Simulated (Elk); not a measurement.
Band structure of GaSb (F-43m, 2 atoms in the cell).

```yaml
crystal:
  lattice:
    - [0.00000, 3.05572, 3.05572]
    - [3.05572, 0.00000, 3.05572]
    - [3.05572, 3.05572, 0.00000]
  atoms:
    - { symbol: Ga, position: [0.00000, 0.00000, 0.00000] }
    - { symbol: Sb, position: [0.75000, 0.75000, 0.75000] }
```

Level of theory: PBE, all-electron FP-LAPW, Elk's shipped species files, APW+lo basis with extra local orbitals (Elk).

Settings: xctype = 20; rgkmax = 8; stype = 0; swidth = 0.00367493 Ha; ngridk = 9 9 9; gmaxvr = 14 1/bohr; nxlo = 2; lorbcnd = true; rmtscf = 0.94; lmaxi = 3.

The starting cell comes from a database of computed structures (which also holds hypothetical and non-ambient phases and stackings), without a prior relaxation at this level. Its lattice was rescaled by a random factor within 2.5 % of one. Spin-orbit coupling is off. Values depend on the basis (sphere radii, cutoffs, local orbitals), which need not be converged. The run gives no clean gap (levels at the Fermi energy touch, overlap or are partly filled at this smearing), which alone does not show that the compound is a metal.

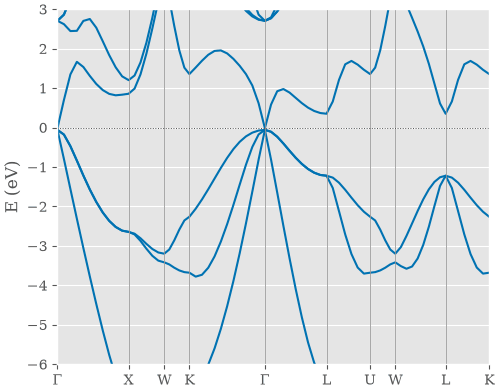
Figure: Bands along the path, energies from the Fermi level.

Levels in eV from the Fermi level, bands 11 to 18:
```csv
point,11,12,13,14,15,16,17,18
Γ,-11.56,-0.06,-0.06,-0.06,-0.02,2.71,2.71,2.71
X,-9.10,-6.89,-2.65,-2.65,0.86,1.20,8.65,8.65
W,-9.05,-6.76,-3.42,-3.20,3.63,4.29,4.35,4.71
K,-9.16,-6.71,-3.68,-2.26,1.35,3.83,6.56,6.77
L,-9.93,-6.44,-1.22,-1.22,0.35,3.69,3.69,6.44
U,-9.16,-6.71,-3.68,-2.26,1.35,3.83,6.56,6.77
```

No band crosses the Fermi level by more than 0.03 eV along this path.
